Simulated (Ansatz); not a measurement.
A computed series for HfSi2: response to strain

Start from HfSi$_{2}$ (space group Cmcm, No. 63; a = 3.683 Å, b = 14.598 Å, c = 3.658 Å). Axes: x, y, z lie along a, b, c of the conventional cell.

Strains are applied to the cell and any free atomic positions relax; under biaxial strain the out-of-plane vector relaxes too.

Level of theory: PBE/PAW in Ansatz (an electronic-structure program), without spin-orbit coupling.

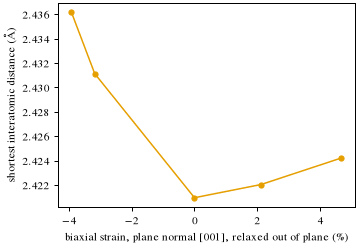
Figure: Shortest interatomic distance against biaxial strain, plane normal [001], relaxed out of plane

**Question.** From the plot, what is the shortest interatomic distance for biaxial strain +2.12 %, plane normal [001], relaxed out of plane?

**Answer.** About 2.422 Å.

**Question.** Is the trend monotonic over the range shown?

**Answer.** No, it turns within the range, spanning 2.421 Å to 2.436 Å.

Without a gap, meshes like the base's 13×13×13 leave anisotropic stresses uncertain by several tenths of a GPa, and small strain energies with them. Stability against distortions was not tested. The final runs are not spin-polarised.
